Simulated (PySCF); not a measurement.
# FH5SSi, SMILES `S.[SiH3]F`: electronic structure

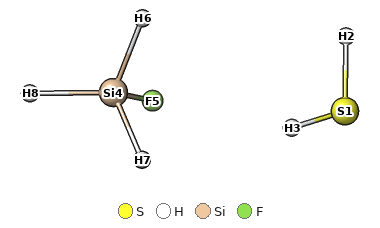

The molecule, with its atoms numbered as below. The pair's geometry is semi-empirical, so its contact may be too short or too long.

Coordinates in Å:

```
S1      -2.2560    0.1232   -0.0598
H2      -2.1795   -0.1265    1.2408
H3      -1.3145   -0.7651   -0.3409
Si4      1.7148    0.4379    0.0026
F5       1.1158   -1.0601   -0.0002
H6       1.2667    0.9939    1.2695
H7       1.1189    1.0700   -1.1617
H8       3.1547    0.2672   -0.0857
```

Part 1: Bonding charge

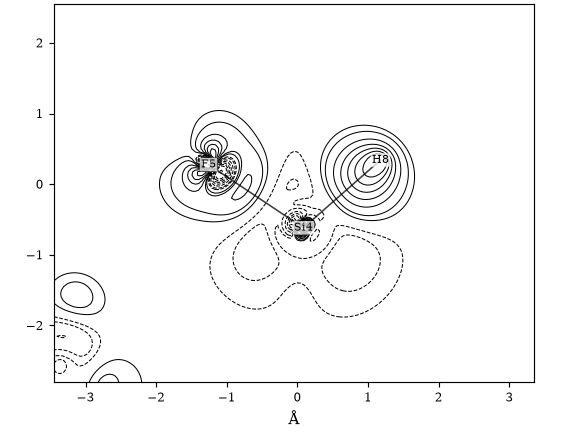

Deformation density (molecule less spherical, spin-averaged free atoms) in the plane of Si4, F5 and H8; contours at ±0.05 to ±0.8 e/Å³; solid lines: gain, dashed lines: loss.

PySCF calculation, BP86/def2-SVPD, gas phase; geometry: GFN2-xTB.

> How much density has each bond in this plane gained at its critical point, relative to the free atoms?

Si4–H8: +0.20 e/Å³ at the bond critical point (bond length 1.45 Å). Si4–F5: −0.02 e/Å³ at the bond critical point (bond length 1.61 Å); up to 0.6 Å beside the axis the gain reaches +0.22 e/Å³. In all, 1.7 electrons gather in the regions of gain relative to the promolecule. A small or negative value marks a very polar bond, one between electron-rich atoms, whose free-atom densities already overlap strongly, a long bond to a heavier atom, or a closed-shell contact such as a hydrogen bond.

> Where do the Hirshfeld charges lie?

The highest Hirshfeld charge is on Si4 (+0.40 e), the lowest on F5 (−0.20 e).

Part 2: Electrostatic potential

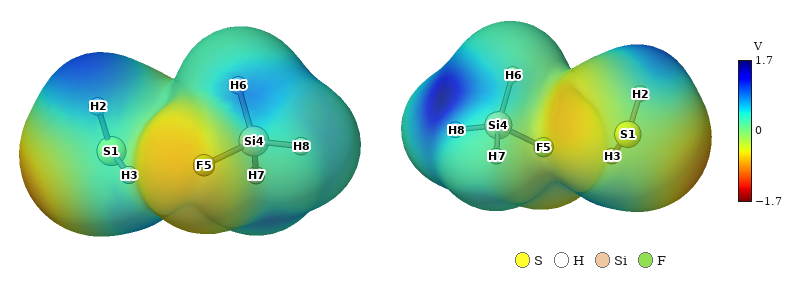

Electrostatic potential on the surface of electron density 0.001 a.u. (back view left, front view right).

> Where are the extremes of the potential on the surface?

Highest: 1.60 V, near Si4 (1.98 Å), H8 (2.07 Å), H6 (2.16 Å) and H7 (2.20 Å). Further maxima include 1.03 V, 1.3 Å from H2; 0.89 V, near H8 (1.99 Å), H6 (2.00 Å) and Si4 (2.06 Å). Lowest: −0.82 V, 2.3 Å from S1. Further minima include −0.66 V, 2.3 Å from S1. The surface is sampled at points, so like sites can differ by a few per cent and only the strongest of them is named.

Part 3: Binding density

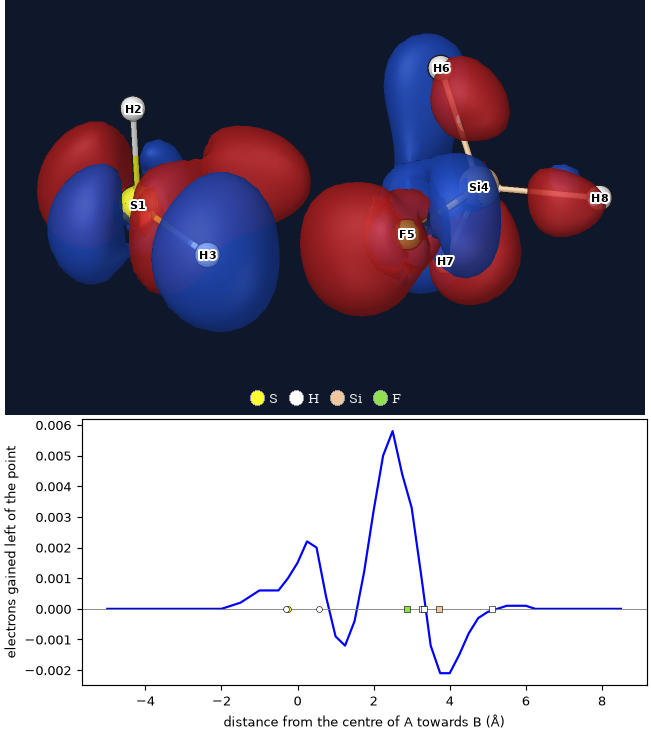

Density of the complex less the densities of the two fragments at the same geometry, ±0.0015 e/Å³ (red: gain, blue: loss). Fragment A: H2S (atoms 1–3); fragment B: SiH3F. Below: the charge-displacement curve along the line of centres (A on the left).

Computed with PySCF, BP86/def2-SVPD, geometry: GFN2-xTB.

> How is the density rearranged on binding?

Hirshfeld charges show almost no net transfer (under 0.005 e). By Hirshfeld charges, electrons gather most on S1 (−0.009 e) and leave H3 most (+0.008 e); 0.04 e is displaced in all, which induces a dipole of 0.05 D.

> What is the interaction energy, and which contacts carry it?

The counterpoise-corrected interaction energy of the frozen fragments is −0.2 kcal/mol without dispersion correction and −2.2 kcal/mol with D3(BJ). The pair geometry is semi-empirical, not a minimum at this level. Contacts: H3···F5, hydrogen bond, 2.47 Å, ρ = 0.009 a.u. The pose is a local one from a semi-empirical search, not shown to be the most stable.

The PySCF runs shown took 10 s and 20 s on 1 thread of Intel(R) Xeon(R) Platinum 8488C (Sapphire Rapids) (shared host).
